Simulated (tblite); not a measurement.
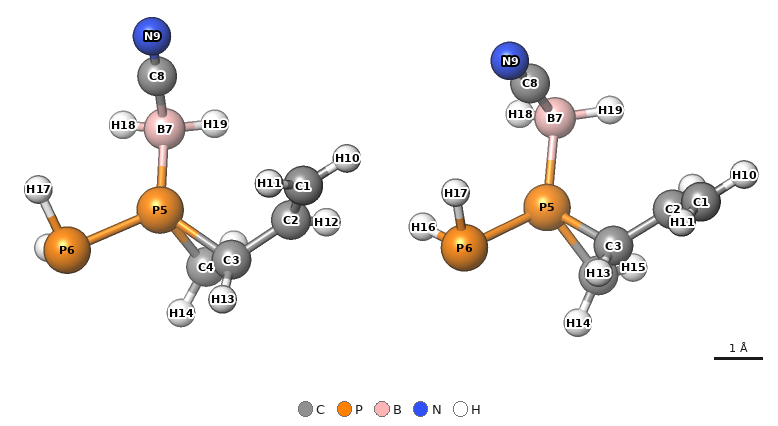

Two geometries of C5H10BNP2, drawn at one scale. One is the start of a relaxation, the other its converged end. Style: ball-and-stick. Shown at a tilt.

Computed with GFN2-xTB geometry optimisation, gas phase (tblite). 

Question: Which geometry has the lower energy?

Answer: The right one is the relaxed one. After 162 geometry steps the energy has fallen by 0.635 eV. The atom that moves furthest after the best rigid fit is H11 (0.99 Å). By element the largest moves are H 0.99 Å, N 0.83 Å, P 0.60 Å, B 0.48 Å, C 0.43 Å. Among the contacts that change: P5–B7 1.901 → 1.999 Å, C3–C4 1.456 → 1.515 Å, P6–H16 1.455 → 1.397 Å, P6–H17 1.448 → 1.395 Å. Among the angles between lasting bonds that change: C4–P5–B7 108.1° → 127.3°, C3–P5–P6 118.7° → 101.5°, P5–B7–C8 109.3° → 97.8°. Groups turn about C2–C3 by about 55°. The run took 1.6 s on 1 thread of Arm Neoverse V1 (shared host).
